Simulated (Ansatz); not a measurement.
**C₂H₈OSi₂: a changed input and its effect**

System: C₂H₈OSi₂.
Method of run A: RKS PBE-D4/def2-TZVPP (Ansatz 0.2.0).

The geometry comes from this level: PBE0-D4/def2-TZVP. Text and figures count atoms from 1; the logs count them from 0 in places.

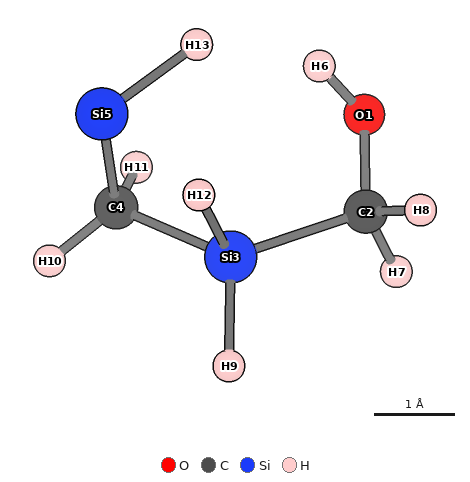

Figure 1. The input geometry (ball-and-stick view, seen at a tilt; atoms are numbered from 1 in the order of the input). Bond lengths as drawn: C–H 1.09 to 1.10 Å, C–O 1.41 Å, C–Si 1.82 to 1.96 Å, H–O 0.97 Å and H–Si 1.48 to 1.64 Å.

**Input, run A**
```yaml
crystal:
  periodic: [false, false, false]
  atoms:
    - {symbol: O, position_ang: [-1.130033, 0.397127, 1.665758]}
    - {symbol: C, position_ang: [-0.385939, 1.299583, 0.880227]}
    - {symbol: Si, position_ang: [0.403701, 0.506044, -0.638405]}
    - {symbol: C, position_ang: [-0.363912, -1.016088, -1.287762]}
    - {symbol: Si, position_ang: [1.144133, -1.882401, -0.387070]}
    - {symbol: H, position_ang: [-0.610652, -0.410686, 1.771439]}
    - {symbol: H, position_ang: [-1.082620, 2.065797, 0.522279]}
    - {symbol: H, position_ang: [0.379679, 1.828401, 1.466346]}
    - {symbol: H, position_ang: [1.018766, 1.476009, -1.578079]}
    - {symbol: H, position_ang: [-0.354697, -1.156568, -2.365592]}
    - {symbol: H, position_ang: [-1.338409, -1.234866, -0.855818]}
    - {symbol: H, position_ang: [1.785547, -0.252249, -0.195356]}
    - {symbol: H, position_ang: [0.554835, -1.655001, 1.016734]}
basis:
  gaussian: {orbitals: def2-TZVPP}
hamiltonian: {xc: pbe, dispersion: d4}
output: {forces: true, orbitals: {seedname: orbitals}}
```

Launched with:
```bash
ansatz run in.yaml --threads 4 --pin off --events-out ev --progress --plain --max-ram 10444MiB
```

Hardware: 4 threads of Arm Neoverse V1, 23 GiB of memory available, shared host.

**Output (run A)**
```
Functional definition: PBE
  parameter kappa = 0.804
  parameter beta = 0.06672455060314922
  exchange = pbe_x(kappa = kappa, mu = beta*pi^2/3)
  correlation = pbe_c(beta = beta)
1559 factors; their error is unknown
mean field evaluation 1: about -19977.2482 eV, gradient 8.7e1 eV
mean field evaluation 2: about -19875.1419 eV, gradient 1.9e2 eV
mean field evaluation 4: about -19993.5411 eV, gradient 1.5e1 eV
mean field evaluation 8: about -19994.1408 eV, gradient 3.2e-1 eV
mean field evaluation 16: about -19994.0981 eV, gradient 1.5e-3 eV
mean field -19994.09810974 eV, -734.7695530464 hartree, gradient 7.3e-6 eV, S^2 0.000000; 0 other end points of the search recorded, 0 dependent functions left out
the calculation of the forces begins
reference -19994.09815578 eV, -734.7695547386 hartree; 28, 28 occupied and 261, 261 virtual orbitals, 1559 factors
Total energy: -19994.42856611 eV, -734.7816970942 hartree
Atom 0 at    -1.130033     0.397127     1.665758 Å, force    -0.569785     0.104816     0.228741 eV/Å
Atom 1 at    -0.385939     1.299583     0.880227 Å, force     0.123419     0.100554    -0.106792 eV/Å
Atom 2 at     0.403701     0.506044    -0.638405 Å, force    -0.018113     0.128192    -0.020425 eV/Å
Atom 3 at    -0.363912    -1.016088    -1.287762 Å, force    -0.051696    -0.056456    -0.056627 eV/Å
Atom 4 at     1.144133    -1.882401    -0.387070 Å, force     0.223631    -0.153876    -0.068099 eV/Å
Atom 5 at    -0.610652    -0.410686     1.771439 Å, force     0.302282    -0.450158     0.043544 eV/Å
Atom 6 at    -1.082620     2.065797     0.522279 Å, force    -0.142588     0.168612    -0.074415 eV/Å
Atom 7 at     0.379679     1.828401     1.466346 Å, force     0.183839     0.143405     0.106840 eV/Å
Atom 8 at     1.018766     1.476009    -1.578079 Å, force     0.096179     0.093217    -0.121164 eV/Å
Atom 9 at    -0.354697    -1.156568    -2.365592 Å, force    -0.009847    -0.029804    -0.208321 eV/Å
Atom 10 at    -1.338409    -1.234866    -0.855818 Å, force    -0.191945    -0.037152     0.075401 eV/Å
Atom 11 at     1.785547    -0.252249    -0.195356 Å, force     0.140739    -0.051520     0.023927 eV/Å
Atom 12 at     0.554835    -1.655001     1.016734 Å, force    -0.086115     0.040171     0.177390 eV/Å
Dipole moment:    -0.003099     0.281971    -0.166222 e Å
```

For run B the input was changed thus:
```diff
-hamiltonian: {xc: pbe, dispersion: d4}
+hamiltonian: {xc: r2scan, dispersion: d4}
```

What does this change do to the results?

The total energies belong to different models, so their difference says nothing on which is more stable or more accurate. The largest force goes from 0.623 to 0.334 eV/Å. The HOMO goes from −5.42 to −5.57 eV. The LUMO goes from −1.81 to −1.61 eV. The dipole moment goes from 1.57 to 1.70 D. On the same kind of shared host run B took about 1.9 times as long.

**Output (run B)**
```
Functional definition: r2SCAN
  parameter k0 = 0.174
  parameter k1 = 0.065
  parameter a1 = 4.9479
  exchange = r2scan_x(k0 = k0, k1 = k1, a1 = a1)
  correlation = r2scan_c
1559 factors; their error is unknown
mean field evaluation 1: about -19990.0090 eV, gradient 7.9e1 eV
mean field evaluation 2: about -19940.5264 eV, gradient 1.5e2 eV
mean field evaluation 4: about -20003.2389 eV, gradient 1.4e1 eV
mean field evaluation 8: about -20003.6472 eV, gradient 3.4e-1 eV
mean field evaluation 16: about -20003.6036 eV, gradient 2.3e-3 eV
mean field -20003.60360320 eV, -735.1188734882 hartree, gradient 8.7e-5 eV, S^2 0.000000; 0 other end points of the search recorded, 0 dependent functions left out
the calculation of the forces begins
reference -20003.60361637 eV, -735.1188739720 hartree; 28, 28 occupied and 261, 261 virtual orbitals, 1559 factors
Total energy: -20003.68452329 eV, -735.1218472466 hartree
Atom 0 at    -1.130033     0.397127     1.665758 Å, force    -0.236258    -0.154597     0.179038 eV/Å
Atom 1 at    -0.385939     1.299583     0.880227 Å, force     0.163719     0.189350    -0.180156 eV/Å
Atom 2 at     0.403701     0.506044    -0.638405 Å, force     0.010455     0.024298    -0.036003 eV/Å
Atom 3 at    -0.363912    -1.016088    -1.287762 Å, force    -0.040679     0.002767    -0.042269 eV/Å
Atom 4 at     1.144133    -1.882401    -0.387070 Å, force     0.070134     0.118070     0.055702 eV/Å
Atom 5 at    -0.610652    -0.410686     1.771439 Å, force     0.047208    -0.053665     0.003199 eV/Å
Atom 6 at    -1.082620     2.065797     0.522279 Å, force    -0.004839     0.004547     0.021763 eV/Å
Atom 7 at     0.379679     1.828401     1.466346 Å, force     0.004184     0.025948     0.015433 eV/Å
Atom 8 at     1.018766     1.476009    -1.578079 Å, force     0.006376    -0.016700    -0.001392 eV/Å
Atom 9 at    -0.354697    -1.156568    -2.365592 Å, force    -0.016838    -0.000654     0.018059 eV/Å
Atom 10 at    -1.338409    -1.234866    -0.855818 Å, force     0.009201     0.000591    -0.010586 eV/Å
Atom 11 at     1.785547    -0.252249    -0.195356 Å, force    -0.014713    -0.128654    -0.018381 eV/Å
Atom 12 at     0.554835    -1.655001     1.016734 Å, force     0.002050    -0.011300    -0.004406 eV/Å
Dipole moment:    -0.010541     0.308631    -0.171479 e Å
```

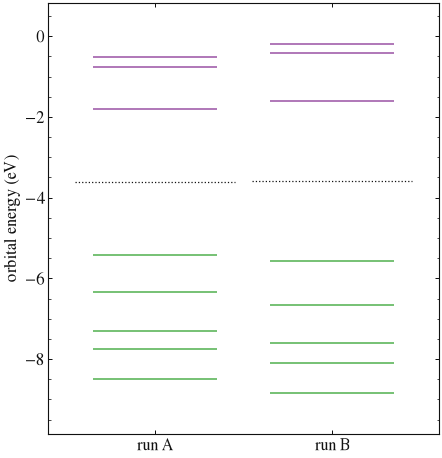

Figure 2. The five highest filled and three lowest empty orbital energies of the two runs; the dotted lines part filled from empty levels. The HOMO–LUMO gap is 3.61 eV in run A and 3.96 eV in run B.

**The two runs side by side**

```csv
quantity,run A,run B
outcome,converged,converged
total energy (hartree),−734.781697,−735.121847
HOMO (eV),−5.42,−5.57
LUMO (eV),−1.81,−1.61
dipole moment (D),1.57,1.70
largest force (eV/Å),0.623,0.334
basis functions,289,289
wall time (shared host),3.4 s,6.5 s
```
